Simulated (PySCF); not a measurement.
# C8H6: the cost of one run

Computed with PySCF 2.14.0 and routines of our own; the level stands in each step. Atoms count from 0.

### Step 1. The system as given

14 atoms, charge 0, multiplicity 1; geometry from: GFN2-xTB.

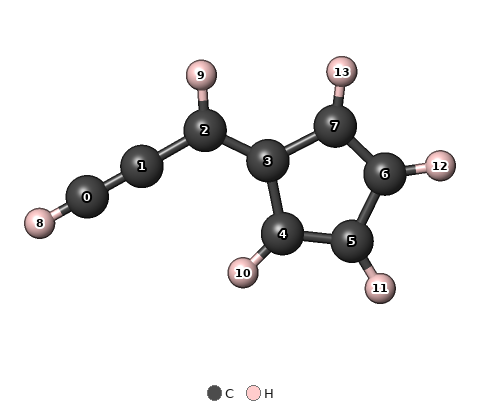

The starting geometry (carbon dark grey, hydrogen pink).

### Step 2. Relaxing the molecule at PBE0/def2-SVP

What the job is given:

```
{"job": {"xc": "PBE0", "basis": "def2-SVP", "grid": 1, "kind": "geom"}, "charge": 0, "multiplicity": 1}
C      3.331210     0.489355     0.912579
C      2.348834    -0.145450     0.628839
C      1.215527    -0.896966     0.297334
C     -0.029562    -0.381361     0.220304
C     -0.436235     0.998969     0.450857
C     -1.766574     1.074954     0.264624
C     -2.271306    -0.243483    -0.091039
C     -1.243484    -1.111353    -0.118305
H      4.185425     1.046108     1.159150
H      1.384710    -1.948643     0.096628
H      0.242966     1.785918     0.718503
H     -2.385601     1.949428     0.355696
H     -3.305573    -0.456644    -0.294113
H     -1.271015    -2.161305    -0.343199
```

Started as:

```console
OMP_NUM_THREADS=1 python excited_run.py task.json out
```

One launch serves the whole session: the jobs run in the order shown.

**Question.** How long does this first job take on 1 thread of Arm Neoverse V2, shared host, and how much memory does it need?

About 29 s, with a peak of 0.61 GiB.
